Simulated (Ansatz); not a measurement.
The relaxed structure here is a generated cell of Nb: the first start was made by placing the elements on the sites of a structure type, and the end was not matched to a known phase here, so it may be hypothetical. Known forms of Nb include space group No. 229.

The end point of a relaxation of Nb. Space group P6/mmm (No. 191). All values below come from PBE (plane waves to 420 eV, PAW, scalar-relativistic; Ansatz, a program for electronic structure).

```cif
data_Nb3
_chemical_formula_sum 'Nb3'
_space_group_name_H-M_alt 'P 1'
_space_group_IT_number 1
_cell_length_a 5.45141
_cell_length_b 5.45141
_cell_length_c 2.67844
_cell_angle_alpha 90.000
_cell_angle_beta 90.000
_cell_angle_gamma 120.000
loop_
_space_group_symop_operation_xyz
  'x, y, z'
loop_
_atom_site_label
_atom_site_type_symbol
_atom_site_fract_x
_atom_site_fract_y
_atom_site_fract_z
_atom_site_occupancy
Nb1 Nb 0.50000 0.00000 0.50000 1
Nb2 Nb 0.50000 0.50000 0.50000 1
Nb3 Nb 0.00000 0.50000 0.50000 1
```

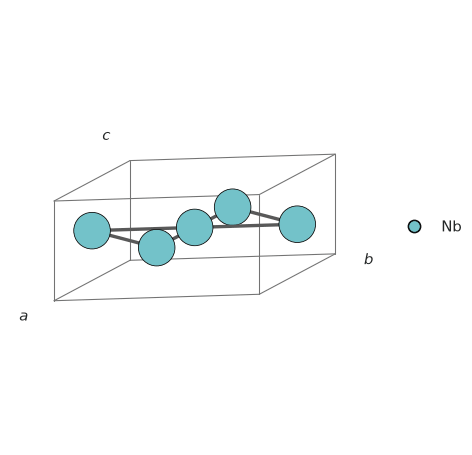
Fig. 1. The conventional cell of the relaxed structure

| Quantity | Result |
|---|---|
| Volume per atom | 22.98 Å³ |
| Density | 6.71 g/cm³ |
| Band gap | no gap (metallic) |
| Shortest distances | Nb–Nb 2.68 Å |
| k-mesh | 10×10×17 |

No spin polarisation in the result.

The run could not lose the symmetry of its start, so the end can be a saddle point.
